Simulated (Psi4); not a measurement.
**PBE0/cc-pVDZ (sweep point 1) run of SiO2 (silicon dioxide molecule)**

Aim: the vertical electron affinity of SiO2 (silicon dioxide molecule) at PBE0/cc-pVDZ (sweep point 1), from 2 runs. 

The results are computed with Psi4 1.11.

**1. The system as given**

SiO2: 3 atoms, total charge 0, spin state singlet. As SMILES, `O=[Si]=O`. Geometry: relaxed at GFN2-xTB.

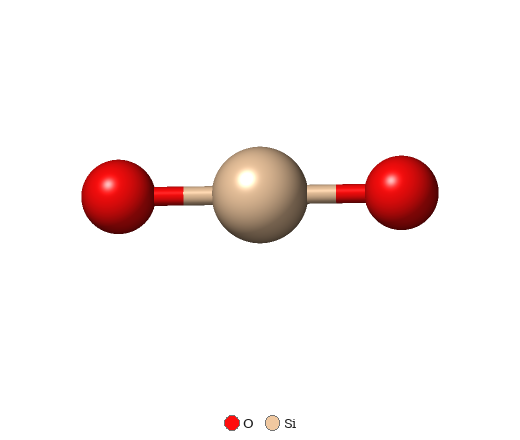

Viewed from a chosen angle; oxygen red, silicon light orange.

**2. The energy at PBE0/cc-pVDZ (sweep point 1)**

input.dat reads:

```
memory 1.6 GB

molecule {
  O      0.691230     1.217290     0.513740
  Si    -0.000730     0.000440    -0.000160
  O     -0.690510    -1.217740    -0.513580
  symmetry c1
}

set {
  basis                cc-pVDZ
  puream               true
  scf_type             pk
  dft_radial_points    99
  dft_spherical_points 590
}

energy_value = energy("pbe0")
print_variables()
```

Started as:

```
psi4 input.dat output.dat -n 1
```

output.dat:

```text
[...]
  Running in c1 symmetry.
[...]
  Nuclear repulsion =   90.849657212139761
[...]
  Multiplicity = 1
[...]
  Nalpha       = 15
  Nbeta        = 15
[...]
    Number of basis functions: 46
[...]
   @RKS iter   1:  -439.25691285028103   -2.12621e-01   2.10730e-02 DIIS/ADIIS
[...]
   @RKS iter   9:  -439.64129109792276   -1.38175e-09   1.54490e-07 DIIS
[...]
    Orbital Energies [Eh]
    ---------------------
    Doubly Occupied:
       1A    -66.347656     2A    -19.239741     3A    -19.239715
       4A     -5.424439     5A     -3.758456     6A     -3.758456
       7A     -3.756163     8A     -1.027333     9A     -1.001908
      10A     -0.480175    11A     -0.408402    12A     -0.400229
      13A     -0.400229    14A     -0.354779    15A     -0.354779
[...]
  @RKS Final Energy:  -439.64129109792276
   => Energetics <=
    Nuclear Repulsion Energy =             90.8496572121397605
    One-Electron Energy =                -788.7177168454954881
    Two-Electron Energy =                 286.8808020618665751
    DFT Exchange-Correlation Energy =     -28.6540335264335901
    Empirical Dispersion Energy =           0.0000000000000000
    VV10 Nonlocal Energy =                  0.0000000000000000
    Total Energy =                       -439.6412910979227604
[...]
 Multipole Moments:
 ------------------------------------------------------------------------------------
     Multipole            Electronic (a.u.)      Nuclear  (a.u.)        Total (a.u.)
 ------------------------------------------------------------------------------------
 L = 1.  Multiply by 2.5417464519 to convert [e a0] to [Debye]
 Dipole X            :         -0.0021873           -0.0000079           -0.0021952
 Dipole Y            :          0.0013435            0.0000049            0.0013483
 Dipole Z            :          0.0000000           -0.0000000            0.0000000
 Magnitude           :                                                    0.0025762
[...]
```

Wall time 5.4 s (1 thread of AMD EPYC 7B13 (Zen 3), shared host); peak memory 0.5 GiB.

**3. The doublet anion**

calc.inp reads:

```
memory 1.6 GB

molecule geom {
  -1 2
  O      0.691230     1.217290     0.513740
  Si    -0.000730     0.000440    -0.000160
  O     -0.690510    -1.217740    -0.513580
  symmetry c1
}

set basis cc-pVDZ
set reference uks
set puream true
set scf_type pk
set dft_radial_points 99
set dft_spherical_points 590
set maxiter 150

e, wfn = energy("pbe0", return_wfn=True)
```

Started as:

```
psi4 calc.inp calc.out -n 1
```

calc.out:

```text
[...]
  Running in c1 symmetry.
[...]
  Nuclear repulsion =   90.849657212139761
[...]
  Multiplicity = 2
[...]
  Nalpha       = 16
  Nbeta        = 15
[...]
    Number of basis functions: 46
[...]
   @UKS iter   1:  -439.21051418964987   -1.66222e-01   2.29760e-02 ADIIS/DIIS
[...]
   @UKS iter  10:  -439.65875216844444   -5.52171e-09   3.23769e-07 DIIS
[...]
   @S^2 Observed:                7.594284162E-01
[...]
    Orbital Energies [Eh]
    ---------------------
    Alpha Occupied:
       1A    -66.034611     2A    -18.942687     3A    -18.942664
       4A     -5.107243     5A     -3.440890     6A     -3.440890
       7A     -3.439507     8A     -0.742757     9A     -0.719018
      10A     -0.213030    11A     -0.147608    12A     -0.127789
      13A     -0.127789    14A     -0.074164    15A     -0.074164
      16A      0.070836
    Alpha Virtual:
      17A      0.228967    18A      0.228968    19A      0.387611
      20A      0.508733    21A      0.534780    22A      0.534780
      23A      0.584365    24A      0.584365    25A      0.819277
[...]
  @UKS Final Energy:  -439.65875216844444
   => Energetics <=
    Nuclear Repulsion Energy =             90.8496572121397605
    One-Electron Energy =                -797.5213935264403062
    Two-Electron Energy =                 295.9030586378827365
    DFT Exchange-Correlation Energy =     -28.8900744920265851
    Empirical Dispersion Energy =           0.0000000000000000
    VV10 Nonlocal Energy =                  0.0000000000000000
    Total Energy =                       -439.6587521684444368
[...]
 Multipole Moments:
 ------------------------------------------------------------------------------------
     Multipole            Electronic (a.u.)      Nuclear  (a.u.)        Total (a.u.)
 ------------------------------------------------------------------------------------
 L = 1.  Multiply by 2.5417464519 to convert [e a0] to [Debye]
 Dipole X            :          0.0016375           -0.0000079            0.0016296
 Dipole Y            :         -0.0012193            0.0000049           -0.0012144
 Dipole Z            :         -0.0000000           -0.0000000           -0.0000000
 Magnitude           :                                                    0.0020323
[...]
```

It took 7.2 s on 1 thread of AMD EPYC 7B13 (Zen 3), shared host; peak memory 0.5 GiB.

**4. Summary of results**

At PBE0/cc-pVDZ (sweep point 1):

| quantity | value |
| --- | --- |
| singlet SiO2: total energy | -439.64129 Eh |
| singlet SiO2: dipole moment | 0.01 D |
| singlet SiO2: HOMO energy | -9.65 eV |
| singlet SiO2: LUMO energy | -2.86 eV |
| singlet SiO2: HOMO–LUMO gap | 6.80 eV |
| doublet anion: total energy | -439.65875 Eh |
| doublet anion: HOMO energy (highest over α and β) | 1.93 eV |
| doublet anion: LUMO energy (lowest over α and β) | 4.92 eV |
| doublet anion: ⟨S²⟩ | 0.759 |
| vertical electron affinity (to the doublet anion) | 0.475 eV |

In words: At fixed nuclei the extra electron is bound by 0.48 eV (45.8 kJ/mol). The basis has no diffuse functions, so the error can be as large as this value. The HOMO (doublet anion) lies at positive energy, 1.93 eV; only total energies tell whether the electron is bound.
